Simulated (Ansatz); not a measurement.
System: C2H6AlCl (SMILES [CH3][Al]([CH3])[Cl]).

```xyz
10

C    -1.4440    1.8732   -1.1908
C     1.7563    0.7025   -0.3779
Al   -0.1652    0.5087   -0.6412
Cl   -0.9626   -1.4390   -0.2955
H    -1.7604    1.7041   -2.2264
H    -1.0301    2.8838   -1.1340
H    -2.3509    1.8370   -0.5798
H     2.1245    1.6895   -0.6708
H     2.0184    0.5462    0.6743
H     2.3081   -0.0515   -0.9483
```

Geometry: B3LYP-D3(BJ)/6-311G**.

Computed with Ansatz 0.2.0, isolated molecule in a Gaussian basis; Kohn-Sham density functional theory, functional PBE0.

Predict the electron density and electron localisation function between the atoms.

Answer. C–Al (1.95 Å): the density is about 0.72 e/Å³ at the midpoint; the ELF peaks at about 0.95 between the atoms (a shared but strongly polarised pair).
Al–Cl (2.13 Å): ρ is about 0.69 e/Å³ halfway; the ELF peaks at about 0.85 in the valence shell of Cl, 0.9 Å from its nucleus, and is about 0.80 at the midpoint.
C–H (1.09 Å): the density is about 1.9 e/Å³ at the midpoint; the ELF climbs to about 1 towards the hydrogen, as it does in any bond to H (a covalent bond by its length).

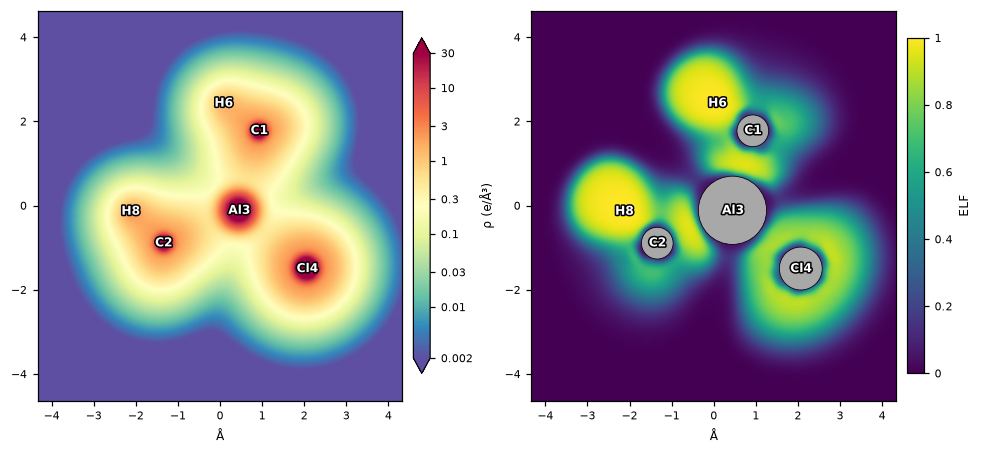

Computed electron density and electron localisation function on the plane of atoms C1, Al3 and C2, in this order. Grey discs cover the atomic cores in the ELF map. 
